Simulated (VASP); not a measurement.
Band structure of Rh (fcc). Calculation: PBE GGA with D3 dispersion (Becke-Johnson damping), VASP's PBE PAW potentials (set 64) (plane waves; VASP).

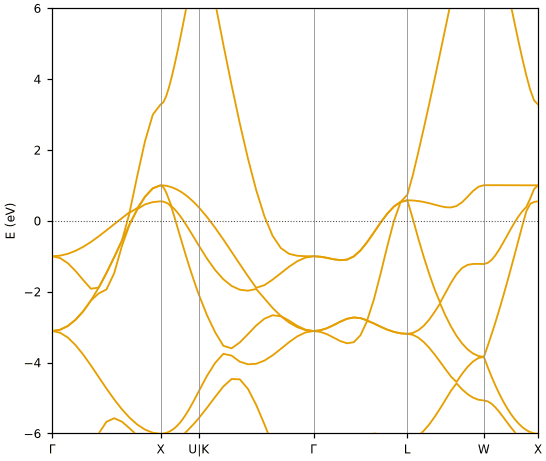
Bands along high-symmetry lines, zero at the valence-band maximum or, without a gap, the Fermi level

Q: Read the plot: is there a gap, and where are the band edges?

A: It has no gap at this level: it comes out as a metal or semimetal. (Edges off the drawn lines would not show.)

The compound is Rh in the fcc structure. It was relaxed first.
